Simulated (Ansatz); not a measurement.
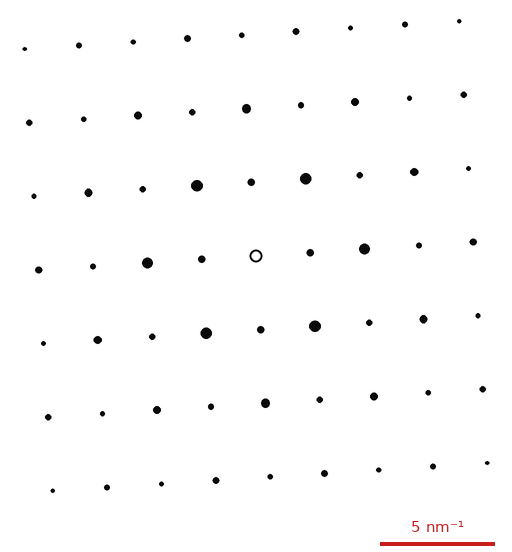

Computed electron diffraction pattern, 200 kV, single scattering only, B = 0.5 Å².

It belongs to CdSi, space group P4/mmm (No. 123), a = 3.07 Å, c = 4.17 Å. Structure: coordinates from a relaxation with DFT PBE, scalar-relativistic, plane waves, PAW (Ansatz 0.2.0); the starting structure was generated, so it need not be a known form of this composition.

> Measure the pattern against the scale bar and name the zone.

The spots form a rectangular net whose two shortest vectors correspond to d = 4.17 Å and 3.07 Å, 90.0° apart. They index as 0 0 1 and 0 1 0, so the zone axis is ±[100] (or an equivalent direction of <100>).
